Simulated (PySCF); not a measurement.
Zn(Et)(OMe), SMILES C[O][Zn][CH2]C at its PBE0/def2-SVP optimised geometry (Å):

```
13

Zn    -0.0738    -0.2535     0.0000
C     -2.0072    -0.0831     0.0000
C     -2.5285     1.3477     0.1225
H     -2.3975    -0.7054     0.8240
H     -2.3830    -0.5500    -0.9270
H     -2.1862     1.9882    -0.7061
H     -2.2014     1.8317     1.0567
H     -3.6318     1.3821     0.1160
O      1.7052    -0.2535     0.0000
C      2.5889    -1.3164    -0.0248
H      2.4881    -1.9633    -0.9233
H      3.6318    -0.9434    -0.0306
H      2.5068    -1.9882     0.8572
```

Computed with PBE0/def2-TZVP in PySCF. Cells within 0.4 Å of a nucleus heavier than hydrogen are left out (blank, or x).

Map of the Laplacian of the electron density (e/bohr⁵), clipped to [-1.50, 1.50] on the plane z = 0.0 Å:

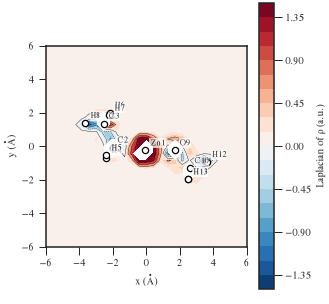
Laplacian of the electron density (e/bohr⁵), clipped to [-1.50, 1.50] on the plane z = 0.0 Å.
